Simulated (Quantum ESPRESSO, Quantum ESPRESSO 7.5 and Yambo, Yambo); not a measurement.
# CaO (Lime): G0W0 with Yambo, start to end

How does a plane-wave GW calculation on CaO (Lime) run from the first input to the gap?

Calculated with Quantum ESPRESSO 7.5 and Yambo 5.3.0; PBE and many-body steps on it, plane waves.

## (1) The starting structure

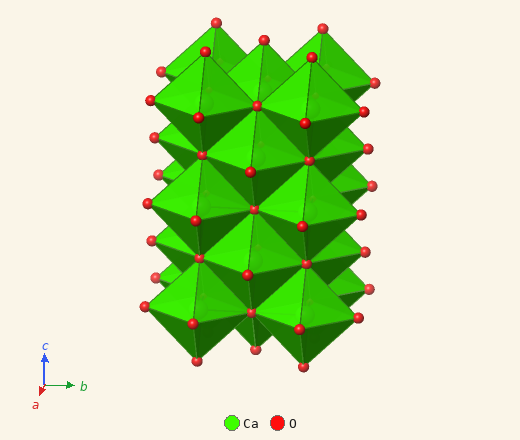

Start, viewed slightly off an axis; calcium green, oxygen red. 1×1×2 cells are drawn. This picture shows the conventional cell, with its axes. Some periodic images of atoms are drawn too.

The cell and positions come from the Crystallography Open Database and are kept as given unless a step says otherwise.

## (2) Ground state

This step: Quantum ESPRESSO 7.5; DFT, PBE, plane waves, norm-conserving pseudopotentials.

The ground-state density comes first.

The input, pw.in:

```
&control
  calculation = 'scf'
  prefix = 'x'
  outdir = 'o'
  pseudo_dir = 'pseudo'
/
&system
  ibrav = 0
  nat = 2
  ntyp = 2
  ecutwfc = 72.0
  nbnd = 13
  force_symmorphic = .true.
/
&electrons
  conv_thr = 1e-10
  electron_maxstep = 80
  mixing_beta = 0.5
/
ATOMIC_SPECIES
  Ca 40.078 Ca.upf
  O 15.999 O.upf
CELL_PARAMETERS angstrom
  -0.0000000000 2.4065000000 2.4065000000
  2.4065000000 -0.0000000000 2.4065000000
  2.4065000000 2.4065000000 -0.0000000000
ATOMIC_POSITIONS crystal
  Ca 0.0000000000 0.0000000000 0.0000000000
  O 0.5000000000 0.5000000000 0.5000000000
K_POINTS automatic
  8 8 8 0 0 0
```

The run is started by

```console
$ OMP_NUM_THREADS=1 mpirun -n 4 pw.x -nk 4 -in pw.in > pw.out
```

Log:

```text
Program PWSCF v.7.5 starts

     This program is part of the open-source Quantum ESPRESSO suite
     for quantum simulation of materials; please cite
         "P. Giannozzi et al., J. Phys.:Condens. Matter 21 395502 (2009);
         "P. Giannozzi et al., J. Phys.:Condens. Matter 29 465901 (2017);
         "P. Giannozzi et al., J. Chem. Phys. 152 154105 (2020);
     in publications or presentations arising from this work. More details at
     Message from routine setup:
     using ibrav=0 with symmetry is DISCOURAGED, use correct ibrav instead

     G-vector sticks info

     bravais-lattice index     =            0
     lattice parameter (alat)  =       6.4313  a.u.
     unit-cell volume          =     188.0980 (a.u.)^3
     number of atoms/cell      =            2
     number of atomic types    =            2
     number of electrons       =        16.00
     number of Kohn-Sham states=           13
     kinetic-energy cutoff     =      72.0000  Ry
     charge density cutoff     =     288.0000  Ry
     scf convergence threshold =      1.0E-10
     mixing beta               =       0.5000
     number of iterations used =            8  plain     mixing
     Exchange-correlation= PBE
                           (   1   4   3   4   0   0   0)

     celldm(1)=   6.431314  celldm(2)=   0.000000  celldm(3)=   0.000000
     celldm(4)=   0.000000  celldm(5)=   0.000000  celldm(6)=   0.000000

     crystal axes: (cart. coord. in units of alat)
               a(1) = (  -0.000000   0.707107   0.707107 )
               a(2) = (   0.707107  -0.000000   0.707107 )
               a(3) = (   0.707107   0.707107  -0.000000 )

     reciprocal axes: (cart. coord. in units 2 pi/alat)
               b(1) = ( -0.707107  0.707107  0.707107 )
               b(2) = (  0.707107 -0.707107  0.707107 )
               b(3) = (  0.707107  0.707107 -0.707107 )
     Pseudo is Norm-conserving + core correction, Zval = 10.0
     Generated using ONCVPSP code by D. R. Hamann
     Using radial grid of 1766 points,  6 beta functions with:
     Pseudo is Norm-conserving + core correction, Zval =  6.0
     Generated using ONCVPSP code by D. R. Hamann
     Using radial grid of  936 points,  5 beta functions with:
     Ca               10.00    40.07800     Ca( 1.00)
     O                 6.00    15.99900     O ( 1.00)

     48 Sym. Ops., with inversion, found

   Cartesian axes

     site n.     atom                  positions (alat units)
         1        Ca     tau(   1) = (   0.0000000   0.0000000   0.0000000  )
         2        O      tau(   2) = (   0.7071068   0.7071068   0.7071068  )

     number of k points=    29
                       cart. coord. in units 2pi/alat
        k(    1) = (   0.0000000   0.0000000   0.0000000), wk =   0.0039062
        k(    2) = (   0.0883883   0.0883883  -0.0883883), wk =   0.0312500
        k(    3) = (   0.1767767   0.1767767  -0.1767767), wk =   0.0312500
        k(    4) = (   0.2651650   0.2651650  -0.2651650), wk =   0.0312500
        k(    5) = (  -0.3535534  -0.3535534   0.3535534), wk =   0.0156250
        k(    6) = (   0.1767767   0.0000000   0.0000000), wk =   0.0234375
        k(    7) = (   0.2651650   0.0883883  -0.0883883), wk =   0.0937500
        k(    8) = (   0.3535534   0.1767767  -0.1767767), wk =   0.0937500
        k(    9) = (  -0.2651650  -0.4419417   0.4419417), wk =   0.0937500
        k(   10) = (  -0.1767767  -0.3535534   0.3535534), wk =   0.0937500
     [... 17 further rows ...]
        k(   28) = (  -0.7071068   0.1767767  -0.0000000), wk =   0.0468750
        k(   29) = (  -0.7071068   0.3535534   0.0000000), wk =   0.0234375

     Dense  grid:    15593 G-vectors     FFT dimensions: (  36,  36,  36)

     Initial potential from superposition of free atoms

     starting charge      15.9951, renormalised to      16.0000
     Starting wfcs are    9 randomized atomic wfcs +    4 random wfcs

     per-process dynamical memory:    17.4 Mb

     Self-consistent Calculation

     iteration #  1     ecut=    72.00 Ry     beta= 0.50

     total energy              =    -110.59628114 Ry
     estimated scf accuracy    <       0.48145822 Ry

     iteration #  2     ecut=    72.00 Ry     beta= 0.50

     total energy              =    -110.71699891 Ry
     estimated scf accuracy    <       0.28800116 Ry

     iteration #  3     ecut=    72.00 Ry     beta= 0.50

     total energy              =    -110.77269322 Ry
     estimated scf accuracy    <       0.00692503 Ry

     iteration #  4     ecut=    72.00 Ry     beta= 0.50

     total energy              =    -110.77376512 Ry
     estimated scf accuracy    <       0.00027714 Ry

     iteration #  5     ecut=    72.00 Ry     beta= 0.50

     total energy              =    -110.77380243 Ry
     estimated scf accuracy    <       0.00003046 Ry

     iteration #  6     ecut=    72.00 Ry     beta= 0.50

     total energy              =    -110.77380864 Ry
     estimated scf accuracy    <       0.00000819 Ry

     iteration #  7     ecut=    72.00 Ry     beta= 0.50

     total energy              =    -110.77380992 Ry
     estimated scf accuracy    <       0.00000005 Ry

     iteration #  8     ecut=    72.00 Ry     beta= 0.50

     total energy              =    -110.77380995 Ry
     estimated scf accuracy    <       0.00000001 Ry

     iteration #  9     ecut=    72.00 Ry     beta= 0.50

     total energy              =    -110.77380995 Ry
     estimated scf accuracy    <          5.0E-10 Ry

     iteration # 10     ecut=    72.00 Ry     beta= 0.50

     End of self-consistent calculation

          k = 0.0000 0.0000 0.0000 (  1917 PWs)   bands (ev):

   -29.9286 -10.6890 -10.6890 -10.6890  -7.7191   7.7452   7.7452   7.7452
    12.4596  13.9727  13.9727  13.9727  15.4630

          k = 0.0884 0.0884-0.0884 (  1946 PWs)   bands (ev):

   -29.9141 -10.8910 -10.6968 -10.6968  -7.5069   7.2177   7.5389   7.5389
    13.1379  13.9317  14.2334  14.2334  15.8247

          k = 0.1768 0.1768-0.1768 (  1949 PWs)   bands (ev):

   -29.8789 -11.2997 -10.7156 -10.7156  -7.0718   6.2299   7.0969   7.0969
    13.9975  14.5872  14.9173  14.9173  16.6964

          k = 0.2652 0.2652-0.2652 (  1925 PWs)   bands (ev):

     [... further k-points ...]

     highest occupied, lowest unoccupied level (ev):     7.7452   11.4075

!    total energy              =    -110.77380995 Ry
     estimated scf accuracy    <          9.8E-11 Ry

     The total energy is the sum of the following terms:
     one-electron contribution =     -25.33958327 Ry
     hartree contribution      =      20.74048530 Ry
     xc contribution           =     -23.24031921 Ry
     ewald contribution        =     -82.93439277 Ry

     convergence has been achieved in  10 iterations

     XML data file, charge density, pseudopotentials, collected wavefunctions

=------------------------------------------------------------------------------=
   JOB DONE.
=------------------------------------------------------------------------------=
```

Run time: 4.7 s. Hardware: 4 MPI ranks of Intel Xeon 6975P-C (Granite Rapids), shared host; peak memory 0.24 GiB.

Numbers from this step:

```
total energy               : -1507.1545 eV
gap                        : 3.662 eV
k of the valence top       : 0, 0, 0
k of the conduction bottom : 0, -0.5, -0.5
least direct gap           : 4.037 eV
```

The gap is indirect, with the least direct gap 0.37 eV higher.

## (3) Bands along the symmetry lines

Levels along a band path, at the cheap level, show where the edges lie and whether the meshes to come will hold them.

The input, pw.in:

```
&control
  calculation = 'bands'
  prefix = 'x'
  outdir = 'o'
  pseudo_dir = 'pseudo'
/
&system
  ibrav = 0
  nat = 2
  ntyp = 2
  ecutwfc = 72.0
  nbnd = 14
  force_symmorphic = .true.
/
&electrons
  conv_thr = 1e-9
  electron_maxstep = 80
  diago_full_acc = .true.
  diago_thr_init = 5e-6
/
ATOMIC_SPECIES
  Ca 40.078 Ca.upf
  O 15.999 O.upf
CELL_PARAMETERS angstrom
  -0.0000000000 2.4065000000 2.4065000000
  2.4065000000 -0.0000000000 2.4065000000
  2.4065000000 2.4065000000 -0.0000000000
ATOMIC_POSITIONS crystal
  Ca 0.0000000000 0.0000000000 0.0000000000
  O 0.5000000000 0.5000000000 0.5000000000
K_POINTS crystal
  50
  0.00000000 0.00000000 0.00000000 1
  0.06250000 0.00000000 0.06250000 1
  0.12500000 0.00000000 0.12500000 1
  0.18750000 0.00000000 0.18750000 1
  0.25000000 0.00000000 0.25000000 1
  0.31250000 0.00000000 0.31250000 1
  0.37500000 0.00000000 0.37500000 1
  0.43750000 0.00000000 0.43750000 1
  0.50000000 0.00000000 0.50000000 1
  0.51562500 0.03125000 0.51562500 1
  0.53125000 0.06250000 0.53125000 1
  0.54687500 0.09375000 0.54687500 1
  0.56250000 0.12500000 0.56250000 1
  0.57812500 0.15625000 0.57812500 1
  0.59375000 0.18750000 0.59375000 1
  0.60937500 0.21875000 0.60937500 1
  0.62500000 0.25000000 0.62500000 1
  0.37500000 0.37500000 0.75000000 1
  0.32812500 0.32812500 0.65625000 1
  0.28125000 0.28125000 0.56250000 1
  0.23437500 0.23437500 0.46875000 1
  0.18750000 0.18750000 0.37500000 1
  0.14062500 0.14062500 0.28125000 1
  0.09375000 0.09375000 0.18750000 1
  0.04687500 0.04687500 0.09375000 1
  0.00000000 0.00000000 0.00000000 1
  0.06250000 0.06250000 0.06250000 1
  0.12500000 0.12500000 0.12500000 1
  0.18750000 0.18750000 0.18750000 1
  0.25000000 0.25000000 0.25000000 1
  0.31250000 0.31250000 0.31250000 1
  0.37500000 0.37500000 0.37500000 1
  0.43750000 0.43750000 0.43750000 1
  0.50000000 0.50000000 0.50000000 1
  0.50000000 0.46875000 0.53125000 1
  0.50000000 0.43750000 0.56250000 1
  0.50000000 0.40625000 0.59375000 1
  0.50000000 0.37500000 0.62500000 1
  0.50000000 0.34375000 0.65625000 1
  0.50000000 0.31250000 0.68750000 1
  0.50000000 0.28125000 0.71875000 1
  0.50000000 0.25000000 0.75000000 1
  0.50000000 0.21875000 0.71875000 1
  0.50000000 0.18750000 0.68750000 1
  0.50000000 0.15625000 0.65625000 1
  0.50000000 0.12500000 0.62500000 1
  0.50000000 0.09375000 0.59375000 1
  0.50000000 0.06250000 0.56250000 1
  0.50000000 0.03125000 0.53125000 1
  0.50000000 0.00000000 0.50000000 1
```

Log:

```text
[banner, memory and clock lines left out]
Program PWSCF v.7.5 starts

     Atomic positions and unit cell read from directory:
     o/x.save/

     Message from routine setup:
     using ibrav=0 with symmetry is DISCOURAGED, use correct ibrav instead

     G-vector sticks info

     bravais-lattice index     =            0
     lattice parameter (alat)  =       6.4313  a.u.
     unit-cell volume          =     188.0980 (a.u.)^3
     number of atoms/cell      =            2
     number of atomic types    =            2
     number of electrons       =        16.00
     number of Kohn-Sham states=           14
     kinetic-energy cutoff     =      72.0000  Ry
     charge density cutoff     =     288.0000  Ry
     Exchange-correlation= PBE
                           (   1   4   3   4   0   0   0)

     celldm(1)=   6.431314  celldm(2)=   0.000000  celldm(3)=   0.000000
     celldm(4)=   0.000000  celldm(5)=   0.000000  celldm(6)=   0.000000

     crystal axes: (cart. coord. in units of alat)
               a(1) = (  -0.000000   0.707107   0.707107 )
               a(2) = (   0.707107  -0.000000   0.707107 )
               a(3) = (   0.707107   0.707107  -0.000000 )

     reciprocal axes: (cart. coord. in units 2 pi/alat)
               b(1) = ( -0.707107  0.707107  0.707107 )
               b(2) = (  0.707107 -0.707107  0.707107 )
               b(3) = (  0.707107  0.707107 -0.707107 )
     Pseudo is Norm-conserving + core correction, Zval = 10.0
     Generated using ONCVPSP code by D. R. Hamann
     Using radial grid of 1766 points,  6 beta functions with:
     Pseudo is Norm-conserving + core correction, Zval =  6.0
     Generated using ONCVPSP code by D. R. Hamann
     Using radial grid of  936 points,  5 beta functions with:
     Ca               10.00    40.07800     Ca( 1.00)
     O                 6.00    15.99900     O ( 1.00)

     48 Sym. Ops., with inversion, found

   Cartesian axes

     site n.     atom                  positions (alat units)
         1        Ca     tau(   1) = (   0.0000000   0.0000000   0.0000000  )
         2        O      tau(   2) = (   0.7071068   0.7071068   0.7071068  )

     number of k points=    50
                       cart. coord. in units 2pi/alat
        k(    1) = (   0.0000000   0.0000000   0.0000000), wk =   0.0400000
        k(    2) = (   0.0000000   0.0883883   0.0000000), wk =   0.0400000
        k(    3) = (   0.0000000   0.1767767   0.0000000), wk =   0.0400000
[...]
[... 38 further rows ...]
        k(   49) = (   0.0441942   0.7071068   0.0000000), wk =   0.0400000
        k(   50) = (   0.0000000   0.7071068   0.0000000), wk =   0.0400000

     Dense  grid:    15593 G-vectors     FFT dimensions: (  36,  36,  36)

     The potential is recalculated from file :
     o/x.save/charge-density

     Starting wfcs are    9 randomized atomic wfcs +    5 random wfcs

     Band Structure Calculation

     End of band structure calculation

          k = 0.0000 0.0000 0.0000 (  1917 PWs)   bands (ev):

   -29.9285 -10.6889 -10.6889 -10.6889  -7.7192   7.7451   7.7451   7.7451
    12.4596  13.9727  13.9727  13.9727  15.4631  15.4631

          k = 0.0000 0.0884 0.0000 (  1933 PWs)   bands (ev):

   -29.9235 -10.7494 -10.6974 -10.6974  -7.6447   7.4850   7.7112   7.7112
    12.6935  13.8286  14.1214  14.1214  15.5018  15.6765

          k = 0.0000 0.1768 0.0000 (  1949 PWs)   bands (ev):

   -29.9092 -10.8953 -10.7216 -10.7216  -7.4699   6.9250   7.6270   7.6270
    13.2037  13.4527  14.5343  14.5343  15.6140  16.2639

          k = 0.0000 0.2652-0.0000 (  1952 PWs)   bands (ev):

[...]
k =-0.0000 0.4419 0.0000 (  1956 PWs)   bands (ev):

[...]
k = 0.0000 0.5303-0.0000 (  1956 PWs)   bands (ev):

[...]
k = 0.0000 0.6187-0.0000 (  1952 PWs)   bands (ev):

[...]
k = 0.2210 0.7071-0.0000 (  1936 PWs)   bands (ev):

[...]
k = 0.1326 0.7071-0.0000 (  1948 PWs)   bands (ev):

[...]
k = 0.0442 0.7071 0.0000 (  1956 PWs)   bands (ev):

   -29.7987 -11.2738 -10.9194 -10.9152  -7.4688   6.4483   7.3334   7.3484
    11.4647  15.7931  16.6468  17.1292  17.2420  19.0693

          k = 0.0000 0.7071 0.0000 (  1964 PWs)   bands (ev):

   -29.7987 -11.2772 -10.9116 -10.9116  -7.4834   6.4456   7.3706   7.3706
    11.4076  15.7678  16.6137  17.2418  17.2418  18.9650

     XML data file, pseudopotentials, collected wavefunctions
```

Wall time 3.3 s (4 MPI ranks); peak memory 0.22 GiB.

This step gave:

| Property | Result |
| --- | --- |
| gap | 3.662 eV |
| k of the valence top | 0, 0, 0 |
| k of the conduction bottom | 0.5, 0, 0.5 |
| least direct gap | 4.037 eV |

The gap is 3.662 eV, as in the run before at this level.

The electronic bands at the labelled points (eV, zero at the top of the highest filled band; v1 is the highest filled band, c1 the lowest empty one):

```tsv
point	v4	v3	v2	v1	c1	c2	c3	c4
Γ	-15.46	0.00	0.00	0.00	4.71	6.23	6.23	6.23
X	-15.23	-1.30	-0.37	-0.37	3.66	8.02	8.87	9.50
U	-14.87	-1.32	-1.20	-0.77	5.14	7.97	8.54	9.02
jump to K	-14.87	-1.32	-1.20	-0.77	5.14	7.97	8.54	9.02
Γ	-15.46	0.00	0.00	0.00	4.71	6.23	6.23	6.23
L	-14.30	-2.61	-1.18	-1.18	7.03	8.33	8.33	8.49
W	-14.86	-1.27	-1.05	-1.05	6.31	6.31	8.36	9.50
X	-15.23	-1.30	-0.37	-0.37	3.66	8.02	8.87	9.50
```

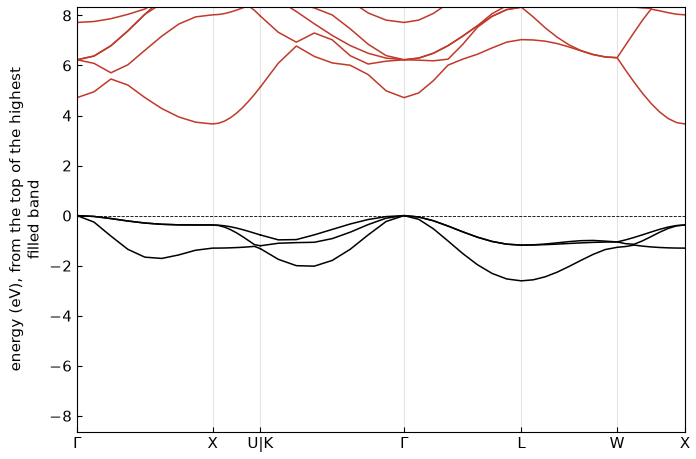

Electronic bands along the path; lines of filled and empty bands in two colours.

## (4) Empty states on the mesh, 8×8×8 mesh, 124 bands

The sums over transitions need many empty states on a uniform mesh; this step solves for them.

The input, pw.in:

```
&control
  calculation = 'nscf'
  prefix = 'x'
  outdir = 'o'
  pseudo_dir = 'pseudo'
/
&system
  ibrav = 0
  nat = 2
  ntyp = 2
  ecutwfc = 72.0
  nbnd = 124
  force_symmorphic = .true.
/
&electrons
  conv_thr = 1e-9
  electron_maxstep = 80
  diago_full_acc = .true.
  diago_thr_init = 5e-6
/
ATOMIC_SPECIES
  Ca 40.078 Ca.upf
  O 15.999 O.upf
CELL_PARAMETERS angstrom
  -0.0000000000 2.4065000000 2.4065000000
  2.4065000000 -0.0000000000 2.4065000000
  2.4065000000 2.4065000000 -0.0000000000
ATOMIC_POSITIONS crystal
  Ca 0.0000000000 0.0000000000 0.0000000000
  O 0.5000000000 0.5000000000 0.5000000000
K_POINTS automatic
  8 8 8 0 0 0
```

Log:

```text
[banner, memory and clock lines left out]
Program PWSCF v.7.5 starts

     Atomic positions and unit cell read from directory:
     o/x.save/

     Message from routine setup:
     using ibrav=0 with symmetry is DISCOURAGED, use correct ibrav instead

     G-vector sticks info

     bravais-lattice index     =            0
     lattice parameter (alat)  =       6.4313  a.u.
     unit-cell volume          =     188.0980 (a.u.)^3
     number of atoms/cell      =            2
     number of atomic types    =            2
     number of electrons       =        16.00
     number of Kohn-Sham states=          124
     kinetic-energy cutoff     =      72.0000  Ry
     charge density cutoff     =     288.0000  Ry
     Exchange-correlation= PBE
                           (   1   4   3   4   0   0   0)

     celldm(1)=   6.431314  celldm(2)=   0.000000  celldm(3)=   0.000000
     celldm(4)=   0.000000  celldm(5)=   0.000000  celldm(6)=   0.000000

     crystal axes: (cart. coord. in units of alat)
               a(1) = (  -0.000000   0.707107   0.707107 )
               a(2) = (   0.707107  -0.000000   0.707107 )
               a(3) = (   0.707107   0.707107  -0.000000 )

     reciprocal axes: (cart. coord. in units 2 pi/alat)
               b(1) = ( -0.707107  0.707107  0.707107 )
               b(2) = (  0.707107 -0.707107  0.707107 )
               b(3) = (  0.707107  0.707107 -0.707107 )
     Pseudo is Norm-conserving + core correction, Zval = 10.0
     Generated using ONCVPSP code by D. R. Hamann
     Using radial grid of 1766 points,  6 beta functions with:
     Pseudo is Norm-conserving + core correction, Zval =  6.0
     Generated using ONCVPSP code by D. R. Hamann
     Using radial grid of  936 points,  5 beta functions with:
     Ca               10.00    40.07800     Ca( 1.00)
     O                 6.00    15.99900     O ( 1.00)

     48 Sym. Ops., with inversion, found

   Cartesian axes

     site n.     atom                  positions (alat units)
         1        Ca     tau(   1) = (   0.0000000   0.0000000   0.0000000  )
         2        O      tau(   2) = (   0.7071068   0.7071068   0.7071068  )

     number of k points=    29
                       cart. coord. in units 2pi/alat
        k(    1) = (   0.0000000   0.0000000   0.0000000), wk =   0.0039062
        k(    2) = (   0.0883883   0.0883883  -0.0883883), wk =   0.0312500
        k(    3) = (   0.1767767   0.1767767  -0.1767767), wk =   0.0312500
[...]
[... 17 further rows ...]
        k(   28) = (  -0.7071068   0.1767767   0.0000000), wk =   0.0468750
        k(   29) = (  -0.7071068   0.3535534   0.0000000), wk =   0.0234375

     Dense  grid:    15593 G-vectors     FFT dimensions: (  36,  36,  36)

     The potential is recalculated from file :
     o/x.save/charge-density

     Starting wfcs are    9 randomized atomic wfcs +  115 random wfcs

     Band Structure Calculation

     End of band structure calculation

          k = 0.0000 0.0000 0.0000 (  1917 PWs)   bands (ev):

   -29.9285 -10.6889 -10.6889 -10.6889  -7.7192   7.7451   7.7451   7.7451
    12.4596  13.9727  13.9727  13.9727  15.4631  15.4631  22.7421  30.1084
    30.1084  30.1084  35.1146  35.1146  35.1146  35.6453  35.6453  35.6625
[...]
[... 4 further rows ...]
[...]
139.9874 142.3433 148.0749 148.0749

          k = 0.0884 0.0884-0.0884 (  1946 PWs)   bands (ev):

[...]
[... 4 further rows ...]
[...]
140.7878 141.4794 141.4794 143.1720

          k = 0.1768 0.1768-0.1768 (  1949 PWs)   bands (ev):

[...]
101.0371 102.8477 102.8477 104.5812 106.3422 106.8087 106.8087 108.0964
     [... 4 further rows ...]
   137.6580 139.4152 139.4152 139.9664 140.0984 140.0984 140.7589 141.4207
   142.0510 142.0510 143.2312 145.7614

          k = 0.2652 0.2652-0.2652 (  1925 PWs)   bands (ev):

     [... further k-points ...]

     highest occupied, lowest unoccupied level (ev):     7.7451   11.4076

     XML data file, pseudopotentials, collected wavefunctions
```

The job ended after 12 s (4 MPI ranks; peak memory 0.3 GiB).

Numbers from this step:

| Property | Result |
| --- | --- |
| gap | 3.662 eV |
| k of the valence top | 0, 0, 0 |
| k of the conduction bottom | 0, -0.5, -0.5 |
| least direct gap | 4.037 eV |
| k points computed | 29 |
| lowest point of the top converged band, above the valence top | 135.3671 eV |

On this mesh the gap is 3.662 eV.

(Continued in part 2 of 2.)

[Paths, hosts, dates, memory and timing lines, banners, echoed tables and standing remarks are left out of the program output.]

[Logs are printed without paths, hosts, clocks, repeated set-up lines and the standing remarks that a program may print on its own settings, such as how far it seeks lower states.]

[Runs of the session that timed out or met a known fault of the program may be left out.]

[Hosts, paths, dates, database ids (printed as entryN), source tags and the programs' standing remarks are cut or masked in the printed files.]
